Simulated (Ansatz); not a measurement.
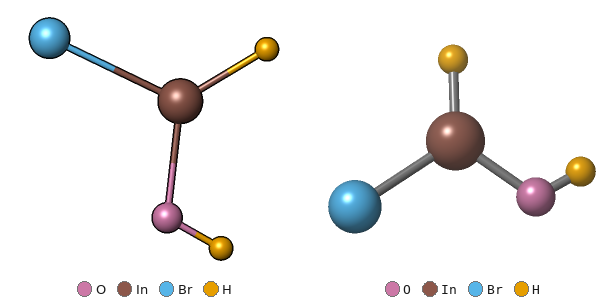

Simulated data, not a measurement (program: Ansatz).

Two views of one molecule.

Geometry: moved along internal coordinates away from the minimum.

Identify the structure.

Formula BrH2InO. SMILES: `[OH][InH][Br]`. All atoms lie on one plane. Coordination: 1 O bent; 1 In trigonal planar.
